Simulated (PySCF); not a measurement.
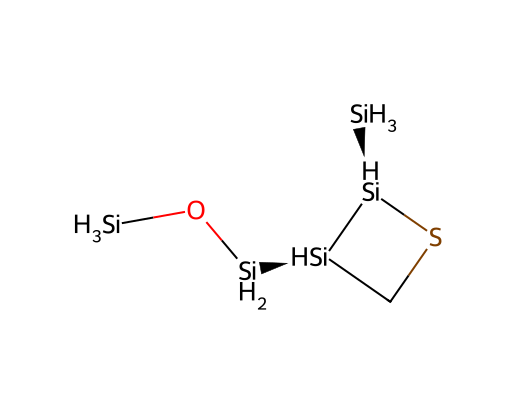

The computed structure is the end point of a GFN2-xTB optimisation. No frequency run is at hand to confirm it as a minimum. Level of theory: PBE0/pcSseg-1, gas phase (PySCF 2.14.0).

What does the calculation give?

The species is CH12OSSi5 (`[SiH3]O[SiH2][Si@@H]1CS[Si@@H]1[SiH3]`).
- dipole moment: 2.22 D
- HOMO energy (Kohn–Sham orbital): −6.60 eV
- LUMO energy (Kohn–Sham orbital): −1.41 eV
- HOMO–LUMO gap: 5.19 eV

The geometry is semi-empirical. Around Si such bond lengths and angles can be off by a tenth of an ångström or more and by several degrees, and values that hang on the shape move with them.
